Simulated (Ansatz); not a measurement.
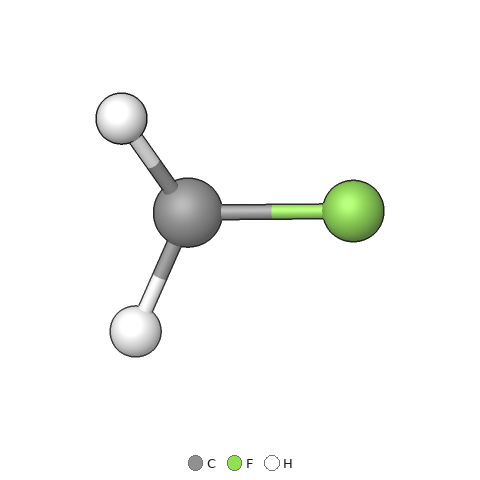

Ball-and-stick drawing of a structure. Every bond is drawn as one stick, whatever its order.

The species is neutral and a spin doublet.

Question: Give the formula.

Answer: CH2F, 4 atoms: 1 carbon, 2 hydrogen and 1 fluorine.

Question: Count the bonded pairs by element.

Answer: 2 C–H, 1 C–F. Sticks follow a distance rule.

More results for the same structure follow; atom numbers are the same in all pictures, views and colours differ. Computed geometry: PBE0-D4/def2-TZVP optimisation.

Shape

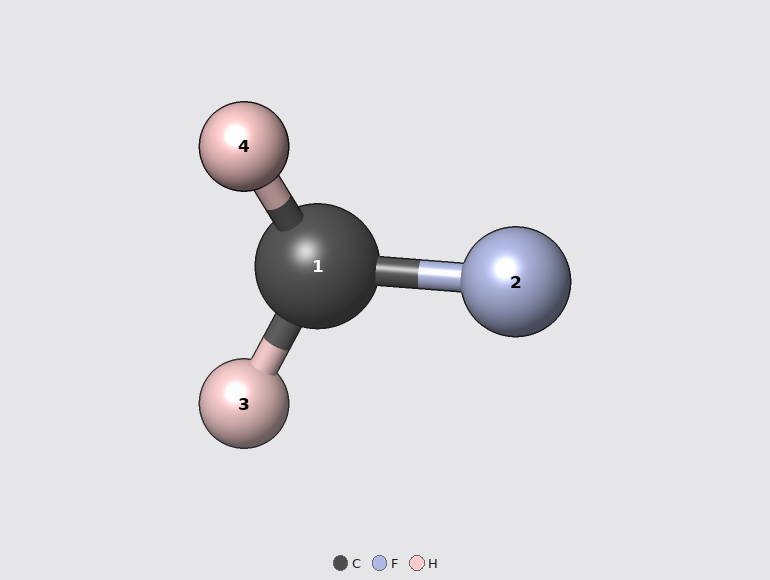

The atoms are numbered.

Question: Which bond is the longest?

Answer: C1–F2, 1.331 Å.

Thermal motion

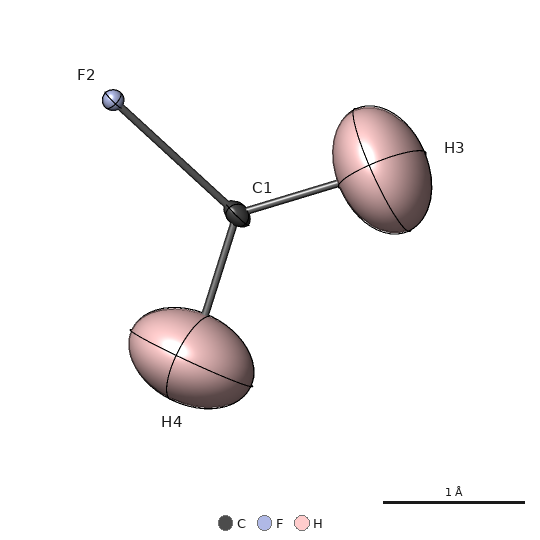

Displacement ellipsoids at the 50 % level, enlarged 3 times, from the internal vibrations of the free molecule (harmonic, no overall translation or rotation; no half-axis is drawn under 0.075 Å). Vibrations computed with UKS PBE0-D4/def2-TZVP (Ansatz 0.2.0). Temperature: 100 K.

Question: Which atom moves most?

Answer: H3, H4, with U_eq = 0.0095 Å².

Question: Does H4 move more along its bond or across it?

Answer: Across it: the root-mean-square amplitude is 0.071 Å along the bond and up to 0.114 Å across, since bending and torsion are softer than stretching.

List U_eq and the three principal root-mean-square amplitudes for each kind of atom.

| atom | U_eq (Å²) | rms amplitudes (Å) |
| --- | --- | --- |
| C1 | 0.00051 | 0.015, 0.024, 0.027 |
| F2 | 0.00012 | 0.004, 0.006, 0.018 |
| H3, H4 | 0.0095 | 0.070, 0.102, 0.114 |

Vibrations

Harmonic vibrations computed with UKS PBE0-D4/def2-TZVP (Ansatz 0.2.0) at a stationary point of the same level.

Question: List the wavenumbers.

Answer: 6 modes: 515, 1174, 1217, 1470, 3148, 3304 cm⁻¹.

Dipole moment

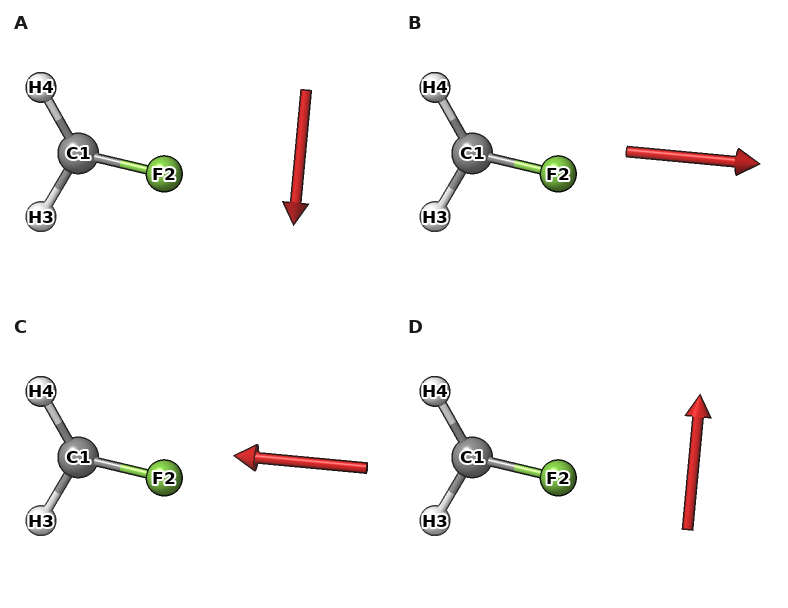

The same molecule four times, each with an arrow. Method: UKS PBE0-D4/def2-TZVP (Ansatz 0.2.0).

Question: Which arrow points along the dipole moment, from the negative to the positive end?

Answer: C. The dipole moment is 1.30 D; it points from the side of F2 to the side of H3, H4 (the outermost atoms at the two ends).
